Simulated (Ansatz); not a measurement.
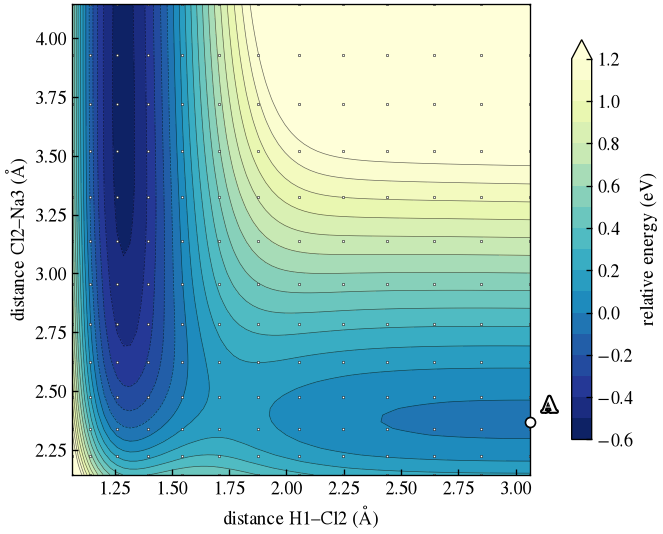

The system H + ClNa, spin multiplicity 2. 
- Coordinates scanned: (1) distance H1–Cl2; (2) distance Cl2–Na3.
- Nothing is relaxed (the angle H1–Cl2–Na3 is fixed at 140 degrees).
- Grid: 13 × 13 points.
- Points are written as (first, second).
- Energies: eV, counted from H far from the relaxed ClNa (each part in its own basis).
- Computed with UKS PBE0-D4/aug-cc-pVTZ in Ansatz 0.2.0.

In the figure: filled contours, dots at the grid points, one colour for all values above the top of the scale, the point A. Between grid points the surface is interpolated.

Question: Find the lowest path from A to the other arm of the map, and its barrier.

Answer: The easiest path runs from the side where the first distance is long, about (3.06 Å, 2.37 Å), to the side where the second distance is long, about (1.29 Å, 3.95 Å). Its highest point, at about (1.74 Å, 2.45 Å), lies about 0.15 eV above the start and 0.67 eV above the end on the interpolated surface. An end on the edge of the scan is no minimum, so the barrier from there is a lower bound.

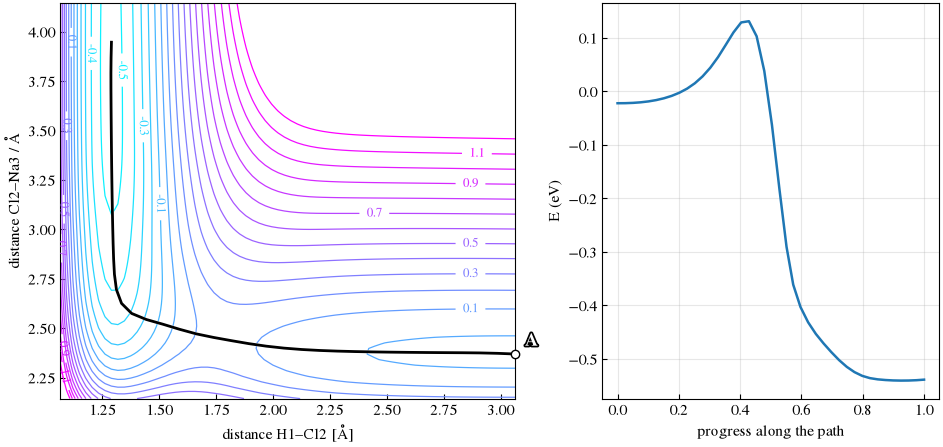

In the figure: contour lines labelled in eV (none above 1.2), a line along the lowest path, the energy along the path at the right. Between grid points the surface is interpolated.
